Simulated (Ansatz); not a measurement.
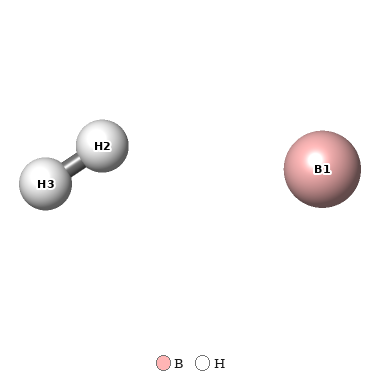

The system is B + H₂, spin multiplicity 2; the picture shows the reference structure. Coordinates scanned: (1) distance B1–H2; (2) distance H2–H3. Nothing is relaxed (the angle B1–H2–H3 is fixed at 140 degrees). Grid: 17 × 17 points. All energies are given in kcal/mol relative to the lowest grid point. In part of the range the unrestricted reference is strongly spin-contaminated. Method: Ansatz, UHF/aug-cc-pVTZ.

Its coordinates:

```xyz
3

B    -2.5200    0.0000    0.0000
H     0.0000    0.0000    0.0000
H     0.5929    0.4975    0.0000
```

Range: distance B1–H2 from 0.920 to 2.520 Å; distance H2–H3 from 0.592 to 2.192 Å.

What will the energy surface look like?

Answer. The lowest grid point is at distance B1–H2 = 2.520 Å, distance H2–H3 = 0.774 Å. It lies in a valley that leaves the map towards separated partners. The highest grid point, distance B1–H2 = 0.920 Å, distance H2–H3 = 0.592 Å, lies 114 kcal/mol above the lowest. On the interpolated surface the lowest path from the side where the first distance is long, about distance B1–H2 = 2.52 Å, distance H2–H3 = 0.73 Å, to the side where the second distance is long, about distance B1–H2 = 1.21 Å, distance H2–H3 = 2.19 Å, has its top at about distance B1–H2 = 1.34 Å, distance H2–H3 = 1.10 Å, about 28 kcal/mol above the start and 10 kcal/mol above the end.

```tsv
distance H2–H3 ↓, distance B1–H2 →	0.920	1.027	1.184	1.367	1.570	1.788	2.021	2.265	2.520
2.063	54	29	18	22	36	54	67	74	77
1.813	56	31	19	23	37	53	65	71	74
1.575	60	34	21	25	37	51	61	66	68
1.349	65	39	25	26	36	46	52	55	56
1.138	73	45	29	27	31	35	36	35	35
0.945	84	54	34	26	22	19	16	14	13
0.774	94	63	38	24	14	8	4	1	0
0.636	106	75	49	32	21	14	9	6	5
```

The table holds every second grid line.

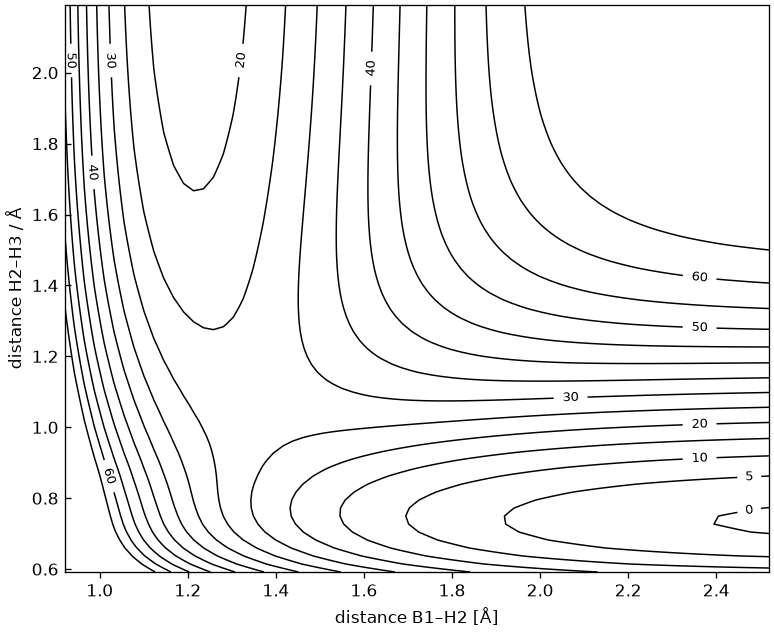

Drawn: contour lines labelled in kcal/mol (none above 65). Between grid points the surface is interpolated.

Time for the 289 points that were run: 6.2 min on 1 thread of Arm Neoverse V2, on a shared host.
